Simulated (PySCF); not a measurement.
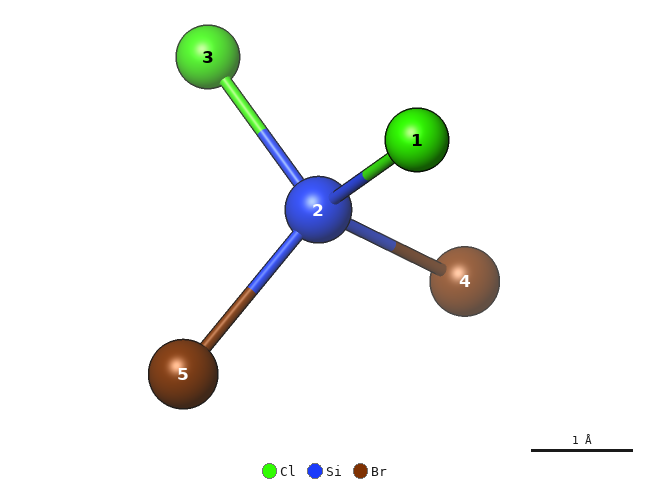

Orthographic view. Distant atoms are faded towards the background colour. The computed structure is the end point of a PBE0-D3(BJ)/def2-SVP optimisation. No frequency run is at hand to confirm it as a minimum.

Write a MOL file (V2000) with the atoms in numerical order, bonds sorted by atom number with the orders drawn, and coordinates in the frame of the picture: x right, y up, z towards the viewer, origin at the mean position.

```
SiBr2Cl2
                    3D

  5  4  0  0  0  0  0  0  0  0999 V2000
    0.9800    0.7200    1.6600 Cl  0  0  0  0  0  0  0  0  0  0  0  0
    0.0000    0.0300    0.0100 Si  0  0  0  0  0  4  0  0  0  0  0  0
   -1.1000    1.5400   -0.8000 Cl  0  0  0  0  0  0  0  0  0  0  0  0
    1.4600   -0.6900   -1.4700 Br  0  0  0  0  0  0  0  0  0  0  0  0
   -1.3400   -1.6100    0.6000 Br  0  0  0  0  0  0  0  0  0  0  0  0
  1  2  1  0
  2  3  1  0
  2  4  1  0
  2  5  1  0
M  END
```
